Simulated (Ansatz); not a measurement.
A series of calculations on CH$_{8}$AlN

### Relaxation

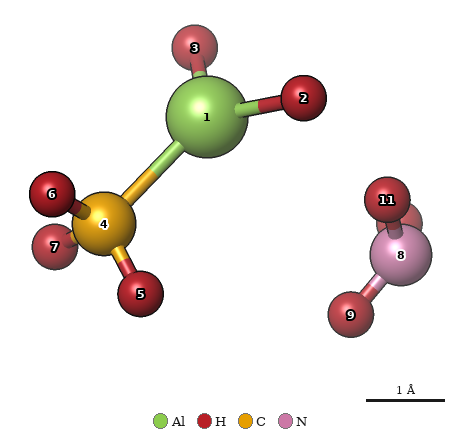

This is the input geometry for a relaxation of CH8AlN. The picture is a ball-and-stick view, seen at a tilt.

The run prepares an end point of a later path (reaction) calculation, from a guessed geometry.

Method: RHF/def2-SVP in Ansatz.

The input:
```yaml
crystal:
  periodic: [false, false, false]
  atoms:
    - { symbol: Al, position_ang: [-0.050927, 0.272794, 0.043974] }
    - { symbol: H, position_ang: [-0.155021, 0.241818, 1.60812] }
    - { symbol: H, position_ang: [1.372711, 0.47621, -0.618377] }
    - { symbol: C, position_ang: [-1.679528, 0.082598, -1.043728] }
    - { symbol: H, position_ang: [-2.36812, -0.660694, -0.62942] }
    - { symbol: H, position_ang: [-2.228957, 1.031151, -1.065535] }
    - { symbol: H, position_ang: [-1.469044, -0.190167, -2.080681] }
    - { symbol: "N", position_ang: [0.122908, -2.554698, 1.340091] }
    - { symbol: H, position_ang: [-0.613895, -2.791617, 0.702248] }
    - { symbol: H, position_ang: [1.020937, -2.630521, 0.899702] }
    - { symbol: H, position_ang: [-0.018763, -1.622974, 1.750606] }
basis:
  gaussian: { orbitals: def2-SVP }
hamiltonian:
  xc: hf
relax:
  f_tol: 0.03
  max_steps: 50
```

Launched with:
```bash
ansatz run input.yaml --threads 1 --pin off --max-ram 2048MiB --backend cpu --events-out ev --progress --plain --runs-dir out
```

**What does the optimiser find from here?**

Over 21 accepted moves (24 points after the start) the energy falls by 124.0 kJ/mol. The largest force component goes from 1.3 to 0.027 eV/Å. The line search rejected the trial steps at points 12, 18, 21 of the run. The forces were under the threshold at step 11, but the run went on from there. The largest moves after the best rigid fit, 0.97 Å, are those of H9 and H11. Largest moves by element: H 0.97 Å, N 0.74 Å, Al 0.34 Å, C 0.21 Å. Some distances before and after: Al1–N8 3.115 → 2.099 Å, Al1–H2 1.568 → 1.604 Å, Al1–C4 1.968 → 1.992 Å, Al1–H3 1.583 → 1.604 Å. New bonds form, among them: Al1–N8 (3.12 → 2.10 Å). Bond angles that change, for instance: H3–Al1–C4 121.7° → 117.5°, H9–N8–H11 111.5° → 107.7°, H9–N8–H10 111.1° → 107.6°.

History of the run:

```tsv
step	E − E(0), kJ/mol	largest force component, eV/Å	note
0	0.00	1.3236	
1	-10.07	0.5833	
2	-13.95	0.5179	
3	-15.10	0.6310	
4	-16.43	0.4919	
5	-25.93	0.9825	
6	-55.19	1.8777	
7	-97.19	2.0565	
8	-109.91	2.1993	
9	-120.96	0.1478	
10	-121.17	0.1581	
11	-121.77	0.0207	
12	-118.64	0.9737	rejected
13	-121.90	0.0486	
14	-121.95	0.2790	
15	-122.36	0.1334	
16	-123.03	0.0132	
17	-123.21	0.2404	
18	-123.21	0.2619	rejected
19	-123.53	0.0363	
20	-123.76	0.0203	
21	-122.83	0.5349	rejected
22	-123.87	0.1085	
23	-123.95	0.0822	
24	-124.01	0.0271
```

Final geometry:

```xyz
11

Al   -0.0162   -0.0109    0.2207
H    -0.0533    0.6927    1.6618
H     1.3741    0.0661   -0.5752
C    -1.6936   -0.0098   -0.8532
H    -2.5735   -0.3028   -0.2671
H    -1.9035    0.9931   -1.2428
H    -1.6432   -0.6749   -1.7241
N     0.0927   -2.0140    0.8389
H     0.0881   -2.6474    0.0536
H     0.9425   -2.1780    1.3575
H    -0.6818   -2.2602    1.4368
```

After the run, drawn alike:

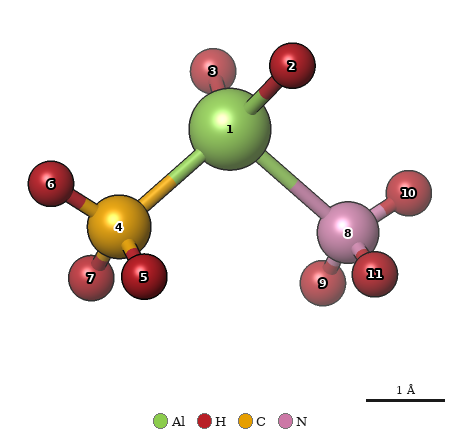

Limits of the set-up: Hartree-Fock leaves out electron correlation.

### Relaxation

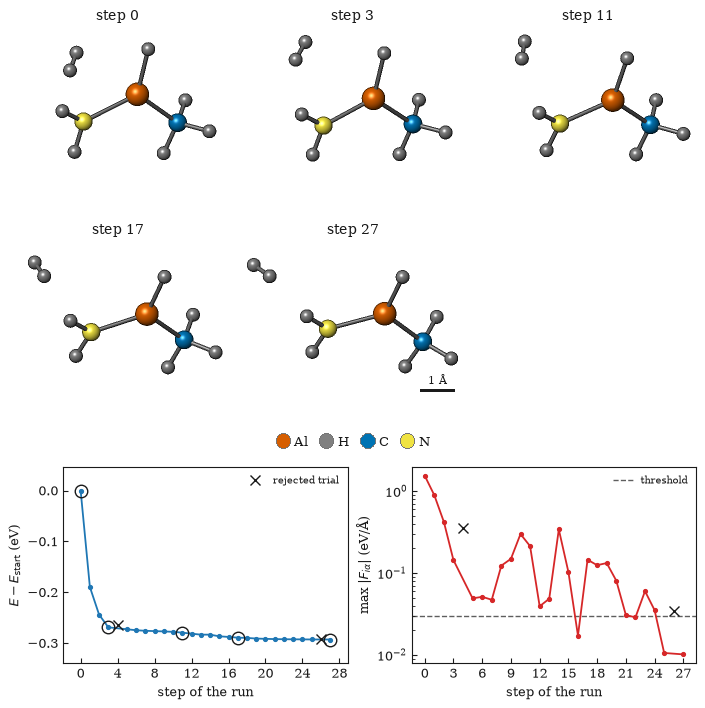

Frames of a relaxation of CH$_{8}$AlN, marked on the history of the run. The picture is a ball-and-stick view, seen at a tilt.

The run prepares an end point of a later path (reaction) calculation, from a guessed geometry.

Level of theory: RHF/def2-SVP (Ansatz). (no spin polarisation; force threshold 0.03 eV/Å; at most 50 steps)

Describe the path.

The atom that moves furthest after the best rigid fit is an H atom (1.77 Å). By element the largest moves are H 1.77 Å, Al 0.45 Å, C 0.37 Å, N 0.35 Å. Near-neighbour distances that change, for instance: Al–N 1.862 → 1.774 Å, H–H 0.715 → 0.747 Å, Al–H 1.577 → 1.582 Å. The energy falls by 0.293 eV in 25 accepted moves (27 points after the start). Largest force component: 1.5 eV/Å at the start, 0.01 eV/Å at the end. The line search rejected the trial steps at points 4, 26 of the run. The forces were under the threshold at step 16, but the run went on from there. Cost: 43 s on 1 thread of Arm Neoverse V1 (shared host), peak memory 0.14 GiB. From step 0 to 3: an H atom moves most (0.58 Å), energy −0.269 eV. From step 3 to 11: an H atom moves most (0.50 Å), energy −0.010 eV. From step 11 to 17: an H atom moves most (0.58 Å), energy −0.010 eV. From step 17 to 27: an H atom moves most (0.48 Å), energy −0.004 eV.

```
step  E − E(0), eV  largest force component, eV/Å      note
   0        0.0000                         1.5457          
   1       -0.1896                         0.8934          
   2       -0.2441                         0.4210          
   3       -0.2689                         0.1438          
   4       -0.2644                         0.3535  rejected
   5       -0.2727                         0.0490          
   6       -0.2746                         0.0512          
   7       -0.2757                         0.0471          
   8       -0.2763                         0.1231          
   9       -0.2770                         0.1491          
  10       -0.2778                         0.2994          
  11       -0.2794                         0.2131          
  12       -0.2814                         0.0392          
  13       -0.2833                         0.0485          
  14       -0.2833                         0.3409          
  15       -0.2865                         0.1032          
  16       -0.2878                         0.0172          
  17       -0.2892                         0.1454          
  18       -0.2897                         0.1247          
  19       -0.2910                         0.1323          
  20       -0.2916                         0.0807          
  21       -0.2921                         0.0307          
  22       -0.2923                         0.0287          
  23       -0.2925                         0.0601          
  24       -0.2926                         0.0352          
  25       -0.2928                         0.0106          
  26       -0.2928                         0.0346  rejected
  27       -0.2929                         0.0101
```

Limits of the set-up: the start holds two separate molecules, 2.3 Å apart at their closest, whose relative position is a soft coordinate and is computed without a dispersion correction; Hartree-Fock leaves out electron correlation.

### Path

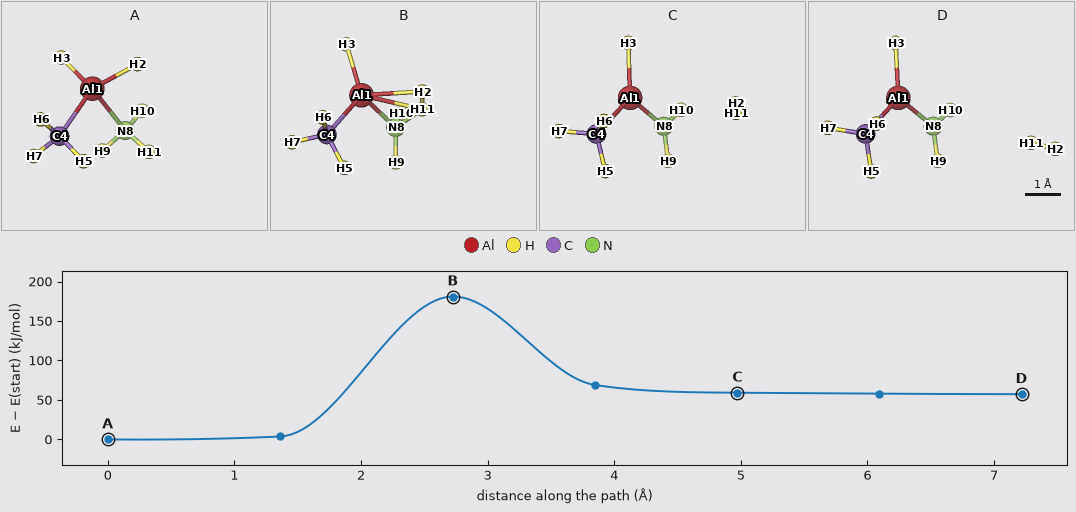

A search for the minimum-energy path of CH8AlN by the nudged elastic band. Images are numbered from 0 (start) to 6 (end). Frames A to D are images 0, 2, 4, 6. The picture is a ball-and-stick view, seen from a free direction.

These are results of RHF/def2-SVP in Ansatz, not measurements. Set-up: 5 movable images; climbing image; force threshold 0.05 eV/Å; iteration limit 60; starting path through a guess of the saddle point.

Q: Describe the mechanism and the energy profile.

A: The energy climbs by 181.0 kJ/mol to image 2 and then falls by 123.7 kJ/mol, so the end point sits at +57.3 kJ/mol. Breaking: Al1–H2 (1.60 → 1.83 at the top → 4.74 Å), N8–H11 (1.01 → 1.39 at the top → 3.01 Å). Forming: H2–H11 (3.03 → 1.00 at the top → 0.75 Å). The band converged in 17 iterations. The largest component of the band force went from 5.6 to 0.041 eV/Å. The climbing image converged on the top of the path. Its vibrational analysis gives one imaginary mode (1730i cm⁻¹), as a transition state must have.

Limits of the set-up: Hartree-Fock leaves out electron correlation.

Cost: 120 s on 1 thread of Arm Neoverse V1, on a shared host, peak memory 0.15 GiB.
